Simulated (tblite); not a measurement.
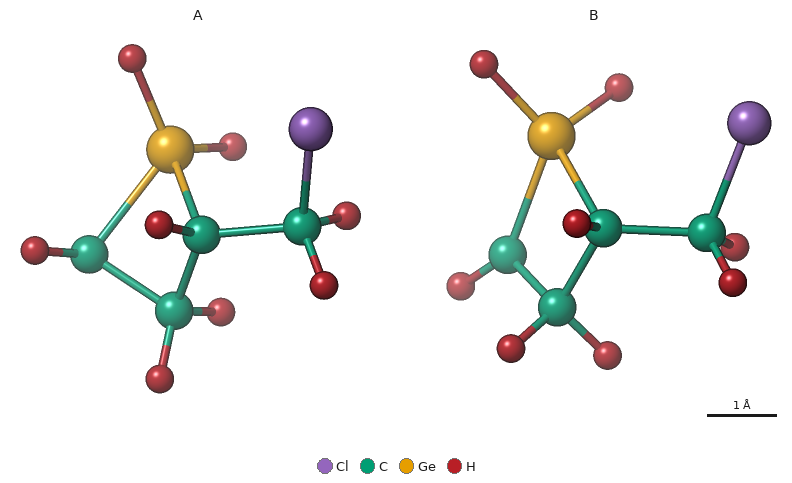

Two geometries of C4H8ClGe (multiplicity 2), drawn at one scale. One is the start of a relaxation, the other its converged end. The picture is a ball-and-stick view, seen at a tilt.

All numbers below come from tblite, GFN2-xTB geometry optimisation, gas phase. 

Which of the two is the end point?

Answer. Structure B is the relaxed one. After 78 geometry steps the energy has fallen by 1.137 eV. An H atom moves most after the best rigid fit: 1.95 Å. By element the largest moves are H 1.95 Å, Cl 0.96 Å, C 0.51 Å, Ge 0.44 Å. Near-neighbour distances that change, for instance: Cl–Ge 3.527 → 3.408 Å, C–Ge 1.956 → 2.011 Å, C–C 1.497 → 1.547 Å, C–H 1.128 → 1.091 Å. Bond angles that change, for instance: Ge–C–H 117.3° → 141.0°, C–C–C 87.9° → 100.8°, H–Ge–H 118.0° → 106.9°.
